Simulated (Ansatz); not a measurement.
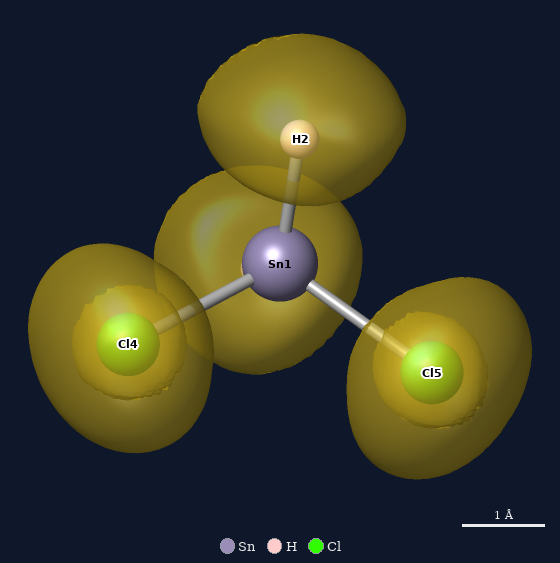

Cl$_{2}$H$_{2}$Sn. Isosurface of the electron localisation function at 0.75 (yellow), seen at a tilt. Only the valence region is drawn (cores and ρ < 0.01 e/Å³ removed).

Core potentials replace the inner electrons of Sn.

The calculation used RKS CAM-B3LYP/def2-SVP (Ansatz).

```yaml
atoms:
  - { symbol: Sn, position_ang: [0.0444, 0.0000, 0.0315] }
  - { symbol: H, position_ang: [-0.0866, 0.0000, 1.7238] }
  - { symbol: H, position_ang: [1.5963, 0.0000, -0.6557] }
  - { symbol: Cl, position_ang: [-1.0917, 1.8831, -0.7720] }
  - { symbol: Cl, position_ang: [-1.0917, -1.8831, -0.7720] }
```

**Where are the electrons localised?**

The surface consists of two regions around hydrogen nuclei and two regions wrapped around Cl (the valence shell of each). Along the contacts the grid gives the following. Sn–Cl (2.34 Å): the ELF peaks at about 0.80 in the valence shell of Cl, 0.8 Å from its nucleus, and drops to about 0.15 between the two atoms. Sn–H (1.70 Å): the ELF climbs to about 1 towards the hydrogen.
